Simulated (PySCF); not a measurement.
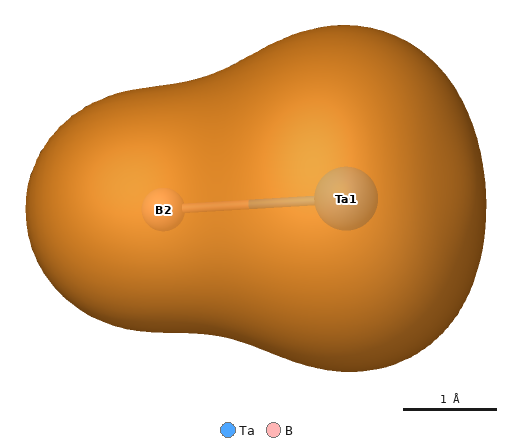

TaB (septet). Isosurface of the spin density at +0.04 e/Å³ (orange), seen from one side.

Core potentials replace the inner electrons of Ta.

The calculation used PBE0/def2-TZVPP, non-relativistic Hamiltonian with scalar-relativistic core potentials where named, at a bond length of 2.088 Å (PySCF 2.14.0).

Q: Where is the unpaired spin?

A: The unpaired spin (6 electrons) lies mostly on Ta1 (about 4.3) and B2 (about 1.7), in electrons by Hirshfeld's partition.
